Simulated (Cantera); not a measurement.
A closed system holds: 1 mol Ti(OiPr)4, 0.59 mol CH4, 250 mol H2, equilibrated at 0.0120 bar.

These are equilibrium values from Cantera (NASA tables, ideal gas, pure condensed phases), not measurements of a reactor. Candidate condensed phases: C, C6H6, C7H8, C8H18, H2O, Ti, TiC, TiO, TiO2, Ti2O3, Ti3O5, Ti4O7; 113 gas species. The feed counts by its element totals alone. TiC: taken at fixed stoichiometry. Equilibrium is a limit: real reactors are often held back by kinetics, nucleation or transport.

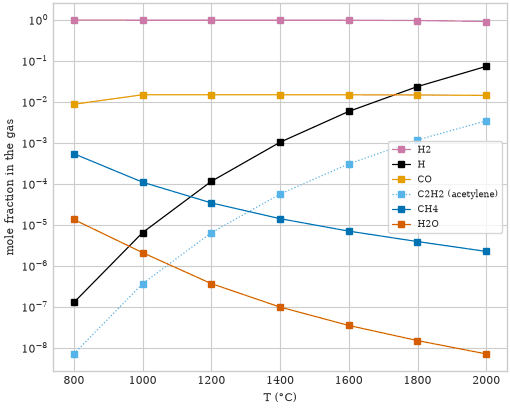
Figure. Equilibrium gas composition (values under 1e-9 drawn at 1e-9)

Read off the mole fractions at 1800 °C.

H2 about 0.96, H about 0.024, CO about 0.015, C2H2 (acetylene) about 0.0012, CH4 about 3.9e-6, H2O about 1.5e-8.
